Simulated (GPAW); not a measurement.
A computed O K-edge spectrum of one site in a crystal of Li, O and Ti, with its zero at a photon energy of about 526.1 eV (raw 534.9 eV, less 8.8 eV of added terms; LDA puts this hole about 4 eV below PBE, itself good to a few eV). Method: GPAW, LDA, excited-electron core hole (neutral cell) in a small cell, dipole transitions, broadening that rises with energy.

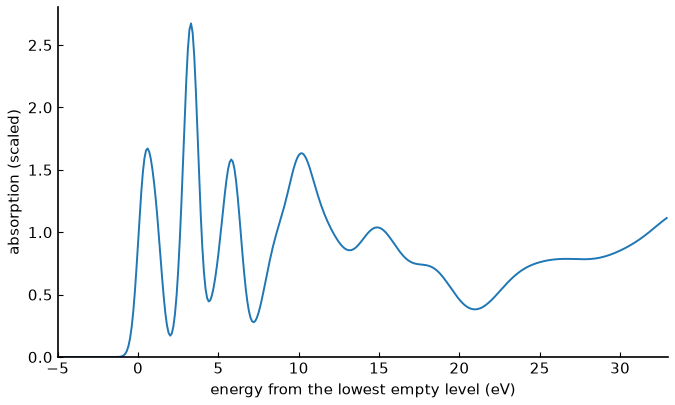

Energy from the lowest empty level; intensity scaled to a mean of 1 over the first 20 eV.

Question: What surroundings does the absorber have?

A K edge sees empty p states; the first features are O p mixed into the empty d states of the Ti neighbours, and the broad ones above probably into the cations' higher empty bands. It is atom 5 of LiTi2O4 (Fd-3m), with 3 Ti at 1.98 Å and 1 Li at 2.03 Å (distorted tetrahedral, site symmetry 3m). Its main maxima below 24 eV lie at 0.6 eV (1.67), 3.3 eV (2.67), 5.8 eV (1.58), 10.2 eV (1.63) and 14.9 eV (1.04). A near-edge spectrum doesn't fix the structure by itself; it is matched against candidates. The unit cell's mesh shows no gap over 0.35 eV. That is right for a metallic compound; for a small-gap or correlated insulator it would be the fault of the functional or of the assumed magnetic order, and the hole would be screened too well. The holes are only 5.9 Å apart, so the shape is probably not converged with cell size; no larger cell was run here. The structure is a published determination, not relaxed.

[Hosts, paths, dates, database ids (printed as entryN), source tags and the programs' standing remarks are cut or masked in the printed files.]

[Lists of maxima count a maximum above −3 eV only where it reaches 4 % of the highest in the window and stands out from its surroundings by 2 % of it (1.5 % where it reaches 55 %); shoulders and weaker maxima are passed over, and of the rest the first, up to two pre-edge ones and the few strongest are named.]
